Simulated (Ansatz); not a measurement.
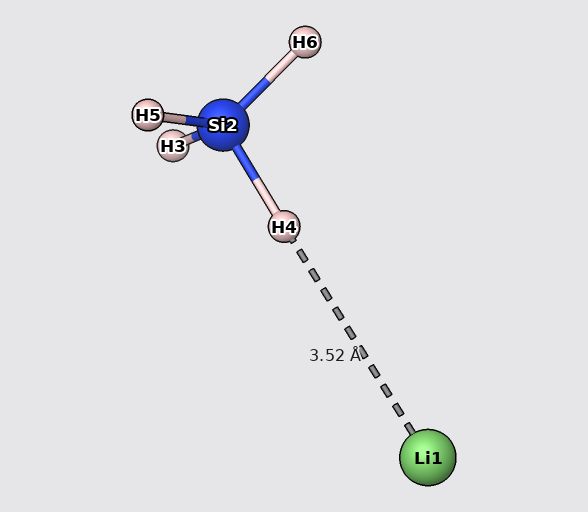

Two molecules or ions; the broken line marks their closest contact (measured against van der Waals radii). Charge +1, singlet. Geometry: a pair of rigid molecules at a changed separation. Program: Ansatz 0.2.0.

Which two species are they?

Li and SiH4 (`[Li+].[SiH4]`).

Give the counterpoise-corrected interaction energy (kcal/mol, monomers kept as in the pair) with RHF-CCSD(T) (frozen core)/def2-TZVPPD; ωB97M-V/def2-TZVPPD.

```tsv
level	interaction energy (kcal/mol)
RHF-CCSD(T) (frozen core)/def2-TZVPPD	−4.0
ωB97M-V/def2-TZVPPD	−4.2
```
